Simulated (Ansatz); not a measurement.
**Two runs on CH4FNbO2**

System: CH4FNbO2.
Method of the first run: RKS SPW92/def2-TZVPP (Ansatz 0.2.0).

The geometry comes from this level: PBE0-D4/def2-TZVP. Text and figures count atoms from 1; the logs count them from 0 in places.

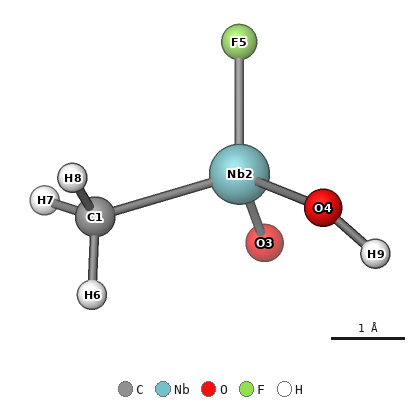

**Figure 1.** The structure as given in the input (ball-and-stick view, seen at a tilt; atoms are numbered from 1 in the order of the input). Sticks mark near contacts. Bond lengths as drawn: C–H 1.09 Å, C–Nb 2.15 Å, F–Nb 1.87 Å, H–O 0.96 Å and Nb–O 1.69 to 1.89 Å.

### Input file, the first run
```yaml
crystal:
  periodic: [false, false, false]
  atoms:
    - {symbol: C, position_ang: [-0.409940, -0.378081, -1.269361]}
    - {symbol: Nb, position_ang: [0.600124, 0.300906, 0.499511]}
    - {symbol: O, position_ang: [1.604389, -0.989254, 0.932585]}
    - {symbol: O, position_ang: [-0.708921, 0.572021, 1.828676]}
    - {symbol: F, position_ang: [1.612670, 1.821345, 0.079317]}
    - {symbol: H, position_ang: [-0.952159, -1.307567, -1.073828]}
    - {symbol: H, position_ang: [0.322385, -0.575459, -2.058896]}
    - {symbol: H, position_ang: [-1.118402, 0.378745, -1.621267]}
    - {symbol: H, position_ang: [-0.861546, 0.131143, 2.666162]}
basis:
  gaussian: {orbitals: def2-TZVPP}
hamiltonian: {xc: lda}
output: {orbitals: {seedname: orbitals}}
```

Hardware: 4 CPU threads, shared host.

### Output (the first run)
```
Functional definition: SPW92
  exchange = slater_x
  correlation = pw_c
1203 factors; their error is unknown
mean field evaluation 1: about -9387.8138 eV, gradient 1.2e2 eV
mean field evaluation 2: about -9112.4776 eV, gradient 3.6e2 eV
mean field evaluation 4: about -9404.2869 eV, gradient 7.3e1 eV
mean field evaluation 8: about -9413.3647 eV, gradient 4.0e0 eV
mean field evaluation 16: about -9413.3841 eV, gradient 6.9e-4 eV
mean field -9413.38408152 eV, -345.9354843749 hartree, gradient 3.7e-5 eV, S^2 0.000000; 0 other end points of the search recorded, 0 dependent functions left out
reference -9413.38415097 eV, -345.9354869271 hartree; 24, 24 occupied and 212, 212 virtual orbitals, 1203 factors
Total energy: -9413.38415097 eV, -345.9354869271 hartree
```

The second run used a changed input.

### The two runs side by side

```tsv
quantity	the first run	the second run
outcome	converged	converged
total energy (hartree)	−345.935487	−347.978475
HOMO (eV)	−7.32	−10.95
LUMO (eV)	−2.81	0.60
basis functions	236	236
wall time (shared host)	1.2 s	6.5 s
```

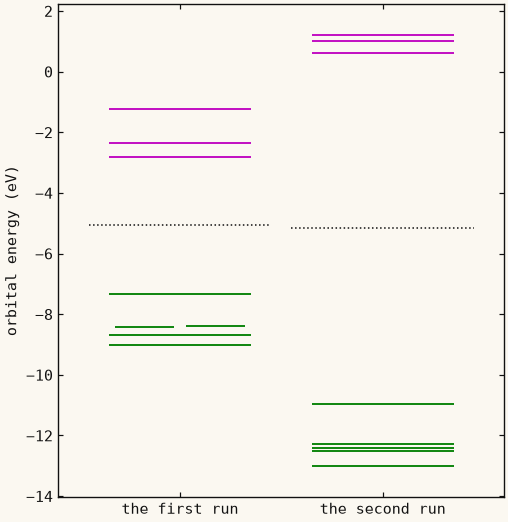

**Figure 2.** The five highest filled and three lowest empty orbital energies of the two runs; the dotted lines part filled from empty levels. The HOMO–LUMO gap is 4.51 eV in the first run and 11.55 eV in the second run.

Which change of the input explains these differences?

The change (lines with − go, lines with + come):
```diff
-hamiltonian: {xc: lda}
+hamiltonian: {xc: {name: wB97X-V}}
```

The total energies belong to different methods, so their difference says nothing on which is more stable or more accurate. The HOMO goes from −7.32 to −10.95 eV. The LUMO goes from −2.81 to 0.60 eV.

### Output (the second run)
```
Functional definition: wB97X-V
  parameter omega = 0.3/bohr
  parameter cx = 0.167
  parameter cx1 = 0.603
  parameter cx2 = 1.194
  parameter css0 = 0.556
  parameter css1 = -0.257
  parameter cos0 = 1.219
  parameter cos1 = -1.850
  parameter b = 6.0
  parameter c = 0.01
  exchange = spin_sum(e_x_unif_sr(omega)*poly(b97_u_x, 1 - cx, cx1, cx2)) + cx*exact_x_sr(omega) + exact_x_lr(omega)
  correlation = spin_sum(e_c_pw_same_spin*poly(b97_u_same, css0, css1))
      + integral(e_c_pw_opposite_spin*poly(b97_u_opposite, cos0, cos1)) + vv10(b, c)
1218 factors; their error is unknown
290 factors; integrals over basis functions are off by at most 9.2e-6 eV
mean field evaluation 1: about -9453.5409 eV, gradient 9.4e1 eV
mean field evaluation 2: about -9399.1538 eV, gradient 2.1e2 eV
mean field evaluation 4: about -9468.6271 eV, gradient 1.4e1 eV
mean field evaluation 8: about -9468.9503 eV, gradient 2.7e-1 eV
mean field evaluation 16: about -9468.9767 eV, gradient 5.6e-4 eV
mean field -9468.97668028 eV, -347.9784746975 hartree, gradient 4.9e-5 eV, S^2 0.000000; 0 other end points of the search recorded, 0 dependent functions left out
reference -9468.97667687 eV, -347.9784745719 hartree; 24, 24 occupied and 212, 212 virtual orbitals, 1218 factors
Total energy: -9468.97667687 eV, -347.9784745719 hartree
```
